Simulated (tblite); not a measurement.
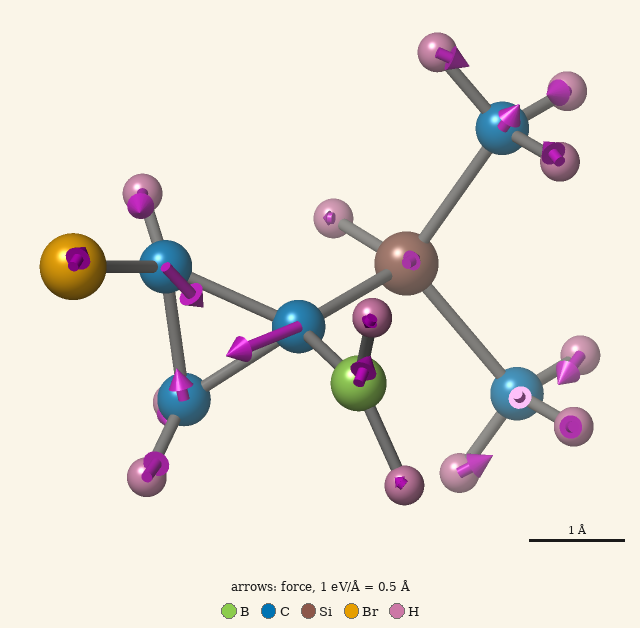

Starting geometry of C₅H₁₂BBrSi with the computed forces as purple arrows. A ball-and-stick model, seen at a tilt.

Theory: GFN2-xTB geometry optimisation, gas phase in tblite 0.8.0. 

Is this structure relaxed? If not, where do the atoms go?

Answer. It isn't relaxed: the largest force vector, on a C atom, is 2.05 eV/Å. The final displacements follow the starting forces only in part (cosine between the two patterns 0.42). After 56 geometry steps the energy has fallen by 0.417 eV. An H atom moves most after the best rigid fit: 0.21 Å. By element the largest moves are H 0.21 Å, Br 0.17 Å, B 0.13 Å, C 0.09 Å, Si 0.03 Å. Among the contacts that change: C–Si 1.868 → 1.918 Å, B–C 1.590 → 1.543 Å, C–C 1.537 → 1.492 Å, C–H 1.117 → 1.081 Å. Among the angles between lasting bonds that change: Br–C–H 119.4° → 109.3°, B–C–C 114.7° → 123.8°, B–C–Si 119.1° → 110.7°. Cost: 0.82 s on 1 thread of Arm Neoverse N1 (shared host).
